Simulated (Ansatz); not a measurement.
# Mg2CrCu2: relaxing a made-up structure, part 2 of 2

Starting from a made-up structure for Mg2CrCu2, the aim is the relaxed cell, its shortest contacts and, where a second run follows, its electronic structure.

Ansatz 0.2.0; DFT, PBEsol, plane-wave PAW, default files, scalar-relativistic, ferromagnetic start, cell and ions relaxed at zero pressure (the session's first sound run).

So far: The starting structure; Relaxation of the guess. The relaxed cell has a, b, c = 4.135, 5.124, 7.544 Å (conventional setting).

**3. Bands of the relaxed cell**

With the geometry fixed, one more self-consistent run, with a narrower smearing and the mesh shown in its input, gives the bands, and its pressure, and its forces where symmetry allows any, show how far the geometry depends on these settings.

This step: DFT, PBEsol, plane-wave PAW, default files, scalar-relativistic, ferromagnetic start, bands and density of states at the relaxed cell (Ansatz 0.2.0).

File input.yaml:

```yaml
crystal:
  lattice:
    - [-2.0676422206, 2.5621844047, 3.7720036443]
    - [2.0676422206, -2.5621844047, 3.7720036443]
    - [2.0676422206, 2.5621844047, -3.7720036443]
  atoms:
    - { symbol: Cu, position: [0.2693983673, 0.5, 0.7693983673] }
    - { symbol: Cu, position: [0.7306016327, 0.5, 0.2306016327] }
    - { symbol: Cr, position: [0.0, 0.0, 0.0], spin: 3.1 }
    - { symbol: Mg, position: [0.6985675953, 0.1985675953, 0.5] }
    - { symbol: Mg, position: [0.3014324047, 0.8014324047, 0.5] }
magnetization:
  spin_polarized: true
kpoints:
  mp_grid: { grid: [10, 10, 10] }
  band_path:
    path:
      - [[0.0, 0.0, 0.0], [-0.32511844, 0.32511844, 0.32511844], [-0.19046817, 0.19046817, 0.45976872], [0.0, 0.0, 0.5], [0.25, 0.25, 0.25], [0.0, 0.5, 0.0], [0.32511844, 0.67488156, -0.32511844], [0.5, 0.5, -0.5], [0.0, 0.0, 0.0], [0.36534973, -0.36534973, 0.36534973], [0.5, 0.0, 0.0], [0.25, 0.25, 0.25]]
      - [[0.19046817, -0.19046817, 0.54023128], [0.36534973, -0.36534973, 0.36534973]]
      - [[0.63465027, 0.36534973, -0.36534973], [0.5, 0.5, -0.5]]
    npoints: 6
scf:
  occupations: { method: fermi_dirac, width: 0.03 }
  n_extra_bands: 11
hamiltonian:
  xc: pbesol
  pseudopotentials: { kind: paw }
output:
  forces: true
  stress: true
  write_bands: true
  dos: { projected: true }
  write_density: true
  write_potential: true
  elf: true
  volumetric_format: npy
```

Command:

```
$ ansatz run input.yaml --threads 4 --pin off --max-ram 8192MiB --backend cpu --events-out ev --progress --plain --runs-dir out
```

Numbers of over 12 decimals in the logs are rounded to 6 here.

What it wrote:

```text
[...]
Crystal: 5 atoms, lattice volume = 79.931 Å³
Basis set: ecut = 420 eV, 1571 PW (Γ), exchange–correlation on 72×72×72 points (8 copies of the dense FFT grid, shifted against one another)
Bands: 47, of which v1, the nominal top of the filled ones, is band 36 counted from 1 (35 counted from 0)
Symmetry: 8 space group operations
[...]
k-points: 171 of 1000
[...]
Starting moments: Σ|m| = 3.1 μB on 1 of 5 sites
[...]
SCF iter   1: F=—  HF=-20353.822457 eV  |F-HF|=—  |Δ(HF+E_count)|=         —  Δρ=1.35e-1 (↑1.20e-1 ↓1.35e-1)  dr2=3.49e1  dr2_m=2.05e-1  M=2.854 μB ∫|m|=3.095 μB  β_m=0.30  ethr=3.10e-3  ⟨swp⟩=5.6  Hψ=55683  notcnv=0  defer=1
[...]
SCF iter  14: F=-20349.737754 eV  HF=-20349.737754 eV  |F-HF|=8.04e-10  |Δ(HF+E_count)|=   1.85e-9  Δρ=5.44e-7 (↑5.11e-7 ↓5.44e-7)  dr2=5.74e-10  dr2_m=1.97e-11  M=3.760 μB ∫|m|=4.134 μB  ethr=1.11e-11  ⟨swp⟩=9.9  Hψ=98971  notcnv=0
SCF 1 converged in 14 iterations: F = -20349.737754 eV  dr2 = 5.74e-10
[...]
NSCF: frozen V_eff on 81 k-points
SCF converged after 14 iterations
Magnetization: 3.7600 μB (37.8800 up, 34.1200 down)
Absolute magnetization: 4.1395 μB (∫|ρ↑−ρ↓|, with the PAW one-centre terms)
[...]
Per-site moments (μB) at R_I (Å): [(0.079515, 0.974892), (0.079515, 0.974892), (3.137337, 1.025535), (-0.017049, 1.097350), (-0.017049, 1.097350)]
Free energy (F): -20349.737754 eV
[...]
Internal energy: -20349.730818 eV  (E = F + TS)
E sigma→0 (E₀):  -20349.734286 eV
Entropy (-TS):   -0.006937 eV (-1.387 meV/atom)
Fermi energy:    10.797216 eV
[...]
--- Forces (eV/Å), atoms counted from 1 ---
  atom   1  Cu     0.00000000     0.00876783     0.00000000
  atom   2  Cu    -0.00000000    -0.00876783     0.00000000
  atom   3  Cr     0.00000000     0.00000000    -0.00000000
  atom   4  Mg    -0.00000000    -0.00000000     0.00459556
  atom   5  Mg     0.00000000     0.00000000    -0.00459556
  max |Σ_I F_I| component: 8.67e-19 eV/Å
--- Stress (GPa, compression-positive) ---
        0.076823      -0.000000       0.000000
       -0.000000      -0.006685       0.000000
        0.000000       0.000000      -0.043555
  P = ⅓ Tr σ = 0.0089 GPa (0.089 kbar)
--- Band table (eV; the first three rows and the last of 342) ---
  k-point 0 ↑: bands = [... 32 lower, 8.8241, 9.7318, 9.8275, 9.8822, 11.7021, 12.0644, 12.5084, 12.8264, ... 7 higher]
  k-point 1 ↑: bands = [... 32 lower, 8.8613, 9.6762, 9.7500, 9.7913, 10.9982, 12.3344, 12.3533, 12.8578, ... 7 higher]
  k-point 2 ↑: bands = [... 32 lower, 8.9814, 9.3403, 9.6187, 9.7196, 10.3702, 11.6613, 11.7084, 13.0340, ... 7 higher]
  k-point 170 ↓: bands = [... 32 lower, 8.5732, 10.2983, 11.2313, 11.9285, 12.0378, 12.3448, 12.6206, 13.4902, ... 7 higher]
```

The job ended after 69 s (4 threads of Arm Neoverse N1, shared host; peak memory 1.1 GiB).

Reading the cycles: dr2 is the Hartree energy of the density residual (eV), the measure of convergence; HF is the Harris–Foulkes estimate of the energy, which meets the free energy F at convergence.

Numbers from this step:

| Quantity | Value |
| --- | --- |
| free energy | -20349.7378 eV |
| energy at zero smearing | -20349.7343 eV |
| smearing term TS | 0.006937 eV |
| magnetization | 3.760 μB |
| absolute magnetization | 4.140 μB |
| site moments | 0.07951, 0.07951, 3.137, -0.01705, -0.01705 μB |
| pressure | 0.008861 GPa |

From bands.tsv, the bands that come nearest the Fermi level along the path, at its corners, in eV from the Fermi level:

```
point  band_36_up  band_37_up  band_38_up  band_39_up  band_32_dn  band_33_dn  band_34_dn  band_35_dn
    Γ        0.90        1.27        1.71        2.03       -0.62        0.97        1.23        1.28
    X       -0.79       -0.52       -0.08        0.20       -2.52       -0.91       -0.38        1.22
    L       -0.98       -0.54       -0.37        1.61       -2.20       -2.04        0.60        1.30
    T       -1.00       -0.53       -0.25        0.27       -1.54       -0.89       -0.61       -0.37
    W       -1.02       -0.27       -0.11        2.49       -2.18       -1.93        0.42        0.85
    R       -0.61       -0.07        0.23        1.76       -0.98       -0.08        0.03        0.63
   X1       -0.79       -0.52       -0.08        0.20       -2.52       -0.91       -0.38        1.22
    Z       -0.87       -0.68        0.23        0.30       -2.22       -0.50        0.43        1.13
    Γ        0.90        1.27        1.71        2.03       -0.62        0.97        1.23        1.28
    Y       -0.90       -0.82        1.19        2.40       -2.49        0.14        0.70        1.59
    S       -0.87       -0.01        1.83        2.79       -0.75        0.12        0.21        1.35
    W       -1.02       -0.27       -0.11        2.49       -2.18       -1.93        0.42        0.85
   L1       -0.98       -0.54       -0.37        1.61       -2.20       -2.04        0.60        1.30
    Y       -0.90       -0.82        1.19        2.40       -2.49        0.14        0.70        1.59
   Y1       -0.90       -0.82        1.19        2.40       -2.49        0.14        0.70        1.59
    Z       -0.87       -0.68        0.23        0.30       -2.22       -0.50        0.43        1.13
```

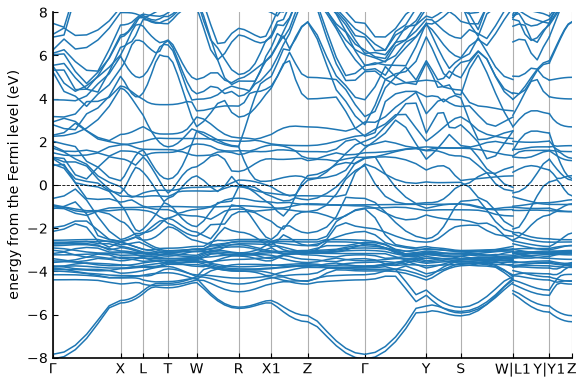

Bands along the path. 40 bands lie wholly below the window drawn.

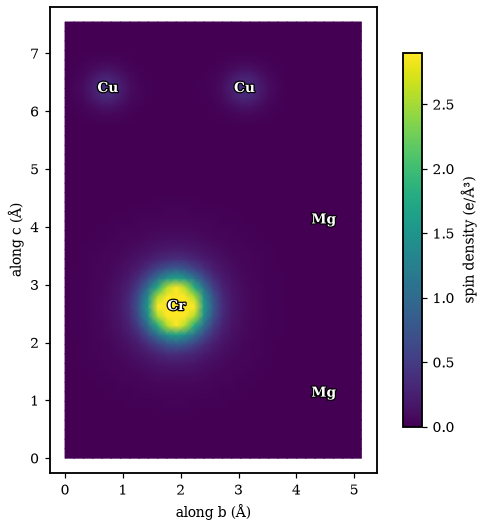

Spin density in the bc plane of the conventional cell at fractional x = 0.000, with atoms of Cu and Cr and Mg within 0.2 Å of it. The map starts off the cell's origin, so that atoms lie inside it.

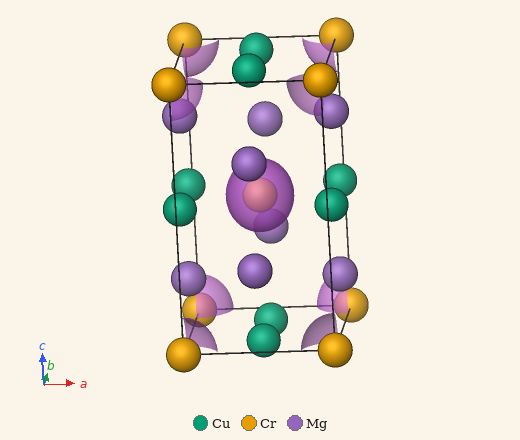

Surface of spin density = 0.18 e/Å³, which holds about 70 % of the integral of its size.

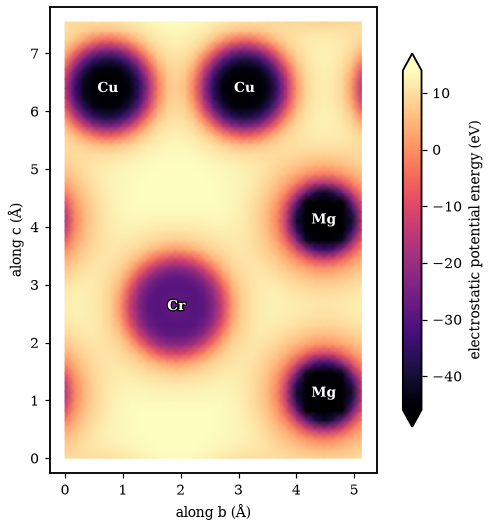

Electrostatic potential energy in the bc plane of the conventional cell at fractional x = 0.000, with atoms of Cu and Cr and Mg within 0.2 Å of it. With pseudopotentials it is smooth inside the atoms' cores, unlike the true potential. The map starts off the cell's origin, so that atoms lie inside it.

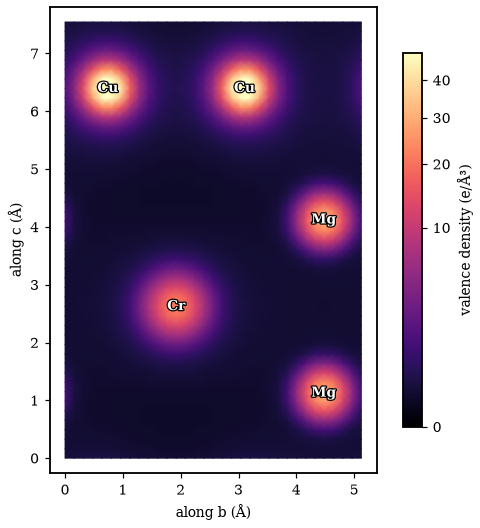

Valence density in the bc plane of the conventional cell at fractional x = 0.000, with atoms of Cu and Cr and Mg within 0.2 Å of it. It is the smooth field of the valence electrons, not physical close to the nuclei. The map starts off the cell's origin, so that atoms lie inside it. The colour scale is stretched toward low values.

**4. Results**

- space group, relaxed: Immm
- conventional cell: a = 4.135, b = 5.124, c = 7.544 Å; α = 90.0°, β = 90.0°, γ = 90.0°
- volume per atom: 15.99 Å³ (guess 14.91)
- total moment: 3.75 μB in the cell of 5 atoms

Mg2CrCu2 relaxes to Immm with a = 4.135, b = 5.124 and c = 7.544 Å. The guessed volume was 7 % too small. The space group Immm was held in the relaxation, so the end point is a stationary structure within it and may be a saddle against distortions or other arrangements. The input starts from parallel moments, and no other start was typed. Bands cross the Fermi level, so it is a metal or semimetal at this level. On the 10×10×10 mesh with the narrower smearing (relaxed on 9×9×9) the largest force component is 0.009 eV/Å and the largest stress component is 0.077 GPa, against the relaxation's thresholds of 0.015 eV/Å and 0.05 GPa. The cutoff wasn't tested. No dispersion term is used, so weakly bound directions may come out too long. Nothing here tests whether the compound is stable against decomposition.

[Logs are printed without paths, hosts, clocks, repeated set-up lines and the standing remarks that a program may print on its own settings, such as how far it seeks lower states.]

[Hosts, paths, dates, database ids (printed as entryN), source tags and the programs' standing remarks are cut or masked in the printed files.]
